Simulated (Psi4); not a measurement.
# Run report: C2, frequency calculation (part 3 of 4)

Continued. System: C2, SMILES [C]#[C]. Method: B3LYP/aug-cc-pVDZ, RKS (Psi4 1.11). The geometry was optimised with B3LYP/aug-cc-pVDZ. The settings are looser than a standard set-up, so the numbers are not reference values.

Geometry of the input (Å):
```
C  0.0000  0.0000  -0.0498
C  0.0000  0.0000  1.2106
```

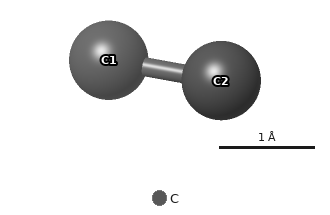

*The structure (ball-and-stick view, seen at an oblique angle; atoms are numbered from 1 in the order of the input).*

### Log, continued
```
       Center              X                  Y                   Z               Mass
    ------------   -----------------  -----------------  -----------------  -----------------
         C            0.000000000000     0.001020620726    -1.190877058372    12.000000000000
         C            0.000000000000    -0.001020620726     1.190877058372    12.000000000000

  Nuclear repulsion =   15.114904819871839

   => Molecular Quadrature <=

    Radial Scheme          =       TREUTLER
    Pruning Scheme         =           NONE
    Nuclear Scheme         =       TREUTLER

    Blocking Scheme        =         OCTREE
    BS radius alpha        =              1
    Pruning alpha          =              1
    Radial Points          =             25
    Spherical Points       =             50
    Total Points           =           2480
    Total Blocks           =             32
    Max Points             =            204
    Max Functions          =             46
    Weights Tolerance      =       1.00E-15

  -Total Gradient:
     Atom            X                  Y                   Z
    ------   -----------------  -----------------  -----------------
       1       -0.000000000000    -0.000000004790     0.000005589037
       2       -0.000000000000     0.000000004790    -0.000005589029

	total time  =          1 seconds =       0.02 minutes

    Psi4 run time: 0:00:00.72

    -----------------------------------------------------------------------
                               Psi4 1.11 release

    h
    h
    h

    -----------------------------------------------------------------------

gradient() will perform analytic gradient computation.

  ==> Geometry <==

    Molecular point group: c1
    Full point group: D_inf_h

    Geometry (in Bohr), charge = 0, multiplicity = 1:

       Center              X                  Y                   Z               Mass
    ------------   -----------------  -----------------  -----------------  -----------------
         C            0.000000000000     0.000000000000    -1.191897679098    12.000000000000
         C            0.000000000000     0.000000000000     1.191897679098    12.000000000000

  Running in c1 symmetry.

  Rotational constants: A = ************  B =      1.76565  C =      1.76565 [cm^-1]
  Rotational constants: A = ************  B =  52932.90680  C =  52932.90680 [MHz]
  Nuclear repulsion =   15.101967489042332

  Charge       = 0
  Multiplicity = 1
  Electrons    = 12
  Nalpha       = 6
  Nbeta        = 6

  ==> DiskJK: Disk-Based J/K Matrices <==

    J tasked:                  Yes
    K tasked:                  Yes
    wK tasked:                  No
    Memory [MiB]:             1140
    Schwarz Cutoff:          1E-12

  Cached 100.0% of DFT collocation blocks in 0.003 [GiB].

  Minimum eigenvalue in the overlap matrix is 1.9451160693E-04.
  Reciprocal condition number of the overlap matrix is 4.5470165545E-05.
    Using symmetric orthogonalization.

  ==> Iterations <==

                        Total Energy        Delta E     RMS |[F,P]|

   @RKS iter SAD:   -75.33190781794363   -7.53319e+01   0.00000e+00
   @RKS iter   1:   -75.79504772760725   -4.63140e-01   8.17765e-03 DIIS/ADIIS
   @RKS iter   2:   -75.81796334828292   -2.29156e-02   7.28861e-03 DIIS/ADIIS
   @RKS iter   3:   -75.89199828447710   -7.40349e-02   1.80763e-04 DIIS/ADIIS
   @RKS iter   4:   -75.89205100523685   -5.27208e-05   2.14006e-05 DIIS
   @RKS iter   5:   -75.89205161868364   -6.13447e-07   1.33178e-06 DIIS
   @RKS iter   6:   -75.89205162154902   -2.86538e-09   8.39876e-08 DIIS
   @RKS iter   7:   -75.89205162156367   -1.46514e-11   5.02441e-09 DIIS
  Energy and wave function converged.

  ==> Post-Iterations <==

   Electrons on quadrature grid:
      Ntotal   =   12.0010728455 ; deviation = 1.073e-03

    Final Occupation by Irrep:
              A
    DOCC [     6 ]
    NA   [     6 ]
    NB   [     6 ]

  @RKS Final Energy:   -75.89205162156367

   => Energetics <=

    Nuclear Repulsion Energy =             15.1019674890423321
    One-Electron Energy =                -130.8674078397872904
    Two-Electron Energy =                  48.4068654006767787
    DFT Exchange-Correlation Energy =      -8.5334766714954995
    Empirical Dispersion Energy =           0.0000000000000000
    VV10 Nonlocal Energy =                  0.0000000000000000
    Total Energy =                        -75.8920516215636667

Computation Completed

Properties will be evaluated at   0.000000,   0.000000,   0.000000 [a0]

Properties computed using the SCF density matrix

 Multipole Moments:

 ------------------------------------------------------------------------------------
     Multipole            Electronic (a.u.)      Nuclear  (a.u.)        Total (a.u.)
 ------------------------------------------------------------------------------------

 L = 1.  Multiply by 2.5417464519 to convert [e a0] to [Debye]
 Dipole X            :         -0.0000000            0.0000000           -0.0000000
 Dipole Y            :          0.0000000            0.0000000            0.0000000
 Dipole Z            :         -0.0000000            0.0000000           -0.0000000
 Magnitude           :                                                    0.0000000

 ------------------------------------------------------------------------------------

	total time  =          0 seconds =       0.00 minutes

         ------------------------------------------------------------
                                   SCF GRAD
         ------------------------------------------------------------

  ==> Geometry <==

    Molecular point group: c1
    Full point group: D_inf_h

    Geometry (in Bohr), charge = 0, multiplicity = 1:

       Center              X                  Y                   Z               Mass
    ------------   -----------------  -----------------  -----------------  -----------------
         C            0.000000000000     0.000000000000    -1.191897679098    12.000000000000
         C            0.000000000000     0.000000000000     1.191897679098    12.000000000000

  Nuclear repulsion =   15.101967489042332

   => Molecular Quadrature <=

    Radial Scheme          =       TREUTLER
    Pruning Scheme         =           NONE
    Nuclear Scheme         =       TREUTLER

    Blocking Scheme        =         OCTREE
    BS radius alpha        =              1
    Pruning alpha          =              1
    Radial Points          =             25
    Spherical Points       =             50
    Total Points           =           2480
    Total Blocks           =             30
    Max Points             =            197
    Max Functions          =             46
    Weights Tolerance      =       1.00E-15

  -Total Gradient:
     Atom            X                  Y                   Z
    ------   -----------------  -----------------  -----------------
       1        0.000000000000    -0.000000000000    -0.001632789907
       2        0.000000000000    -0.000000000000     0.001632789881

	total time  =          1 seconds =       0.02 minutes

    Psi4 run time: 0:00:00.76

    -----------------------------------------------------------------------
                               Psi4 1.11 release

    h
    h
    h

    -----------------------------------------------------------------------

gradient() will perform analytic gradient computation.

  ==> Geometry <==

    Molecular point group: c1
    Full point group: D_inf_h

    Geometry (in Bohr), charge = 0, multiplicity = 1:

       Center              X                  Y                   Z               Mass
    ------------   -----------------  -----------------  -----------------  -----------------
         C            0.000000000000     0.000000000000    -1.189856437645    12.000000000000
         C            0.000000000000     0.000000000000     1.189856437645    12.000000000000

  Running in c1 symmetry.

  Rotational constants: A = ************  B =      1.77171  C =      1.77171 [cm^-1]
  Rotational constants: A = ************  B =  53114.67919  C =  53114.67919 [MHz]
  Nuclear repulsion =   15.127875456654973

  Charge       = 0
  Multiplicity = 1
  Electrons    = 12
  Nalpha       = 6
  Nbeta        = 6

  ==> DiskJK: Disk-Based J/K Matrices <==

    J tasked:                  Yes
    K tasked:                  Yes
    wK tasked:                  No
    Memory [MiB]:             1140
    Schwarz Cutoff:          1E-12

  Cached 100.0% of DFT collocation blocks in 0.003 [GiB].

  Minimum eigenvalue in the overlap matrix is 1.9327355995E-04.
  Reciprocal condition number of the overlap matrix is 4.5172239221E-05.
    Using symmetric orthogonalization.

  ==> Iterations <==

                        Total Energy        Delta E     RMS |[F,P]|

   @RKS iter SAD:   -75.33348232627284   -7.53335e+01   0.00000e+00
   @RKS iter   1:   -75.79452623614162   -4.61044e-01   8.20296e-03 DIIS/ADIIS
   @RKS iter   2:   -75.81750578654443   -2.29796e-02   7.31295e-03 DIIS/ADIIS
   @RKS iter   3:   -75.89198361133192   -7.44778e-02   1.82705e-04 DIIS/ADIIS
   @RKS iter   4:   -75.89203741964900   -5.38083e-05   2.14302e-05 DIIS
   @RKS iter   5:   -75.89203803335879   -6.13710e-07   1.31014e-06 DIIS
   @RKS iter   6:   -75.89203803615966   -2.80087e-09   8.63875e-08 DIIS
   @RKS iter   7:   -75.89203803617475   -1.50919e-11   4.94300e-09 DIIS
  Energy and wave function converged.

  ==> Post-Iterations <==

   Electrons on quadrature grid:
      Ntotal   =   12.0010672360 ; deviation = 1.067e-03

    Orbital Energies [Eh]
    ---------------------

    Doubly Occupied:

       1A    -10.305554     2A    -10.304202     3A     -0.794282
       4A     -0.416703     5A     -0.331146     6A     -0.331146

    Virtual:

       7A     -0.267834     8A     -0.012547     9A     -0.012547
      10A      0.033977    11A      0.043591    12A      0.059174
      13A      0.059174    14A      0.089232    15A      0.113179
      16A      0.113179    17A      0.182307    18A      0.291348
      19A      0.291458    20A      0.362739    21A      0.365860
      22A      0.414220    23A      0.414220    24A      0.460604
      25A      0.464463    26A      0.496111    27A      0.496111
      28A      0.568621    29A      0.588390    30A      0.588390
      31A      0.632010    32A      0.770799    33A      0.832917
      34A      0.832917    35A      1.134365    36A      1.295172
      37A      1.303379    38A      1.312366    39A      1.312366
      40A      1.581167    41A      1.591292    42A      1.853562
      43A      1.873453    44A      1.873453    45A      1.970795
      46A      2.086547

    Final Occupation by Irrep:
              A
    DOCC [     6 ]
    NA   [     6 ]
    NB   [     6 ]

  @RKS Final Energy:   -75.89203803617475

   => Energetics <=

    Nuclear Repulsion Energy =             15.1278754566549729
    One-Electron Energy =                -130.9186281329056669
    Two-Electron Energy =                  48.4336051324626595
    DFT Exchange-Correlation Energy =      -8.5348904923867224
    Empirical Dispersion Energy =           0.0000000000000000
    VV10 Nonlocal Energy =                  0.0000000000000000
    Total Energy =                        -75.8920380361747533

Computation Completed

Properties will be evaluated at   0.000000,   0.000000,   0.000000 [a0]

Properties computed using the SCF density matrix

 Multipole Moments:

 ------------------------------------------------------------------------------------
     Multipole            Electronic (a.u.)      Nuclear  (a.u.)        Total (a.u.)
 ------------------------------------------------------------------------------------

 L = 1.  Multiply by 2.5417464519 to convert [e a0] to [Debye]
 Dipole X            :         -0.0000000            0.0000000           -0.0000000
 Dipole Y            :          0.0000000            0.0000000            0.0000000
 Dipole Z            :         -0.0000000            0.0000000           -0.0000000
 Magnitude           :                                                    0.0000000

 ------------------------------------------------------------------------------------

	total time  =          0 seconds =       0.00 minutes

         ------------------------------------------------------------
                                   SCF GRAD
         ------------------------------------------------------------

  ==> Geometry <==

    Molecular point group: c1
    Full point group: D_inf_h

    Geometry (in Bohr), charge = 0, multiplicity = 1:

       Center              X                  Y                   Z               Mass
    ------------   -----------------  -----------------  -----------------  -----------------
         C            0.000000000000     0.000000000000    -1.189856437645    12.000000000000
         C            0.000000000000     0.000000000000     1.189856437645    12.000000000000

  Nuclear repulsion =   15.127875456654973

   => Molecular Quadrature <=

    Radial Scheme          =       TREUTLER
    Pruning Scheme         =           NONE
    Nuclear Scheme         =       TREUTLER

    Blocking Scheme        =         OCTREE
    BS radius alpha        =              1
    Pruning alpha          =              1
    Radial Points          =             25
    Spherical Points       =             50
    Total Points           =           2480
    Total Blocks           =             30
    Max Points             =            197
    Max Functions          =             46
    Weights Tolerance      =       1.00E-15

  -Total Gradient:
     Atom            X                  Y                   Z
    ------   -----------------  -----------------  -----------------
       1       -0.000000000000     0.000000000000     0.001656199363
       2       -0.000000000000    -0.000000000000    -0.001656199373

	total time  =          0 seconds =       0.00 minutes

    Psi4 run time: 0:00:00.75

  //>>>>>>>>>>>>>>>>>>>>>>>>>>>>>>>>>>>//
  //      FiniteDifference Results     //
  //<<<<<<<<<<<<<<<<<<<<<<<<<<<<<<<<<<<//

  Computing second-derivative from gradients using projected,
  symmetry-adapted, cartesian coordinates.

  7 gradients passed in, including the reference geometry.
  Generating complete list of displacements from unique ones.

-------------------------------------------------------------

  ==> Harmonic Vibrational Analysis <==

  non-mass-weighted Hessian:       Symmetric? True   Hermitian? True   Lin Dep Dim?  3 (0)
  projection of translations (True) and rotations (True) removed 5 degrees of freedom (5)
  total projector:                 Symmetric? True   Hermitian? True   Lin Dep Dim?  5 (5)
  mass-weighted Hessian:           Symmetric? True   Hermitian? True   Lin Dep Dim?  3 (0)
  pre-proj  low-frequency mode:    0.0000i [cm^-1]
  pre-proj  low-frequency mode:    0.0000i [cm^-1]
  pre-proj  low-frequency mode:    0.0000i [cm^-1]
  pre-proj  low-frequency mode:    0.0000  [cm^-1]
  pre-proj  low-frequency mode:    0.0000  [cm^-1]
  pre-proj  all modes:['3.2148i' '3.2148i' '0.0000i' '0.0000' '0.0000' '1883.6391']
  projected mass-weighted Hessian: Symmetric? True   Hermitian? True   Lin Dep Dim?  5 (5)
  post-proj low-frequency mode:    0.0000i [cm^-1] (TR)
  post-proj low-frequency mode:    0.0000i [cm^-1] (TR)
  post-proj low-frequency mode:    0.0000i [cm^-1] (TR)
  post-proj low-frequency mode:    0.0000i [cm^-1] (TR)
  post-proj low-frequency mode:    0.0000  [cm^-1] (TR)
  post-proj  all modes:['0.0000i' '0.0000i' '0.0000i' '0.0000i' '0.0000' '1883.6391']

  Vibration                       6
  Freq [cm^-1]                1883.6391
  Irrep                           A
  Reduced mass [u]             12.0000
  Force const [mDyne/A]        25.0857
  Turning point v=0 [a0]        0.0730
  RMS dev v=0 [a0 u^1/2]        0.1788
  IR activ [km/mol]             0.0000
  Char temp [K]               2710.1373
  ----------------------------------------------------------------------------------
      1   C                0.00  0.00  0.71
      2   C                0.00 -0.00 -0.71

  ==> Thermochemistry Components <==

  Entropy, S
    Electronic S                             0.000 [cal/(mol K)]        0.000 [J/(mol K)]       0.00000000 [mEh/K] (multiplicity = 1)
    Translational S                         35.464 [cal/(mol K)]      148.382 [J/(mol K)]       0.05651554 [mEh/K] (mol. weight = 24.0000 [u], P = 101325.00 [Pa])
    Rotational S                            10.076 [cal/(mol K)]       42.158 [J/(mol K)]       0.01605707 [mEh/K] (symmetry no. = 2)
    Vibrational S                            0.002 [cal/(mol K)]        0.009 [J/(mol K)]       0.00000360 [mEh/K]
  Total S                                   45.542 [cal/(mol K)]      190.549 [J/(mol K)]       0.07257621 [mEh/K]
  Correction S                               0.000 [cal/(mol K)]        0.000 [J/(mol K)]       0.00000000 [mEh/K]
```
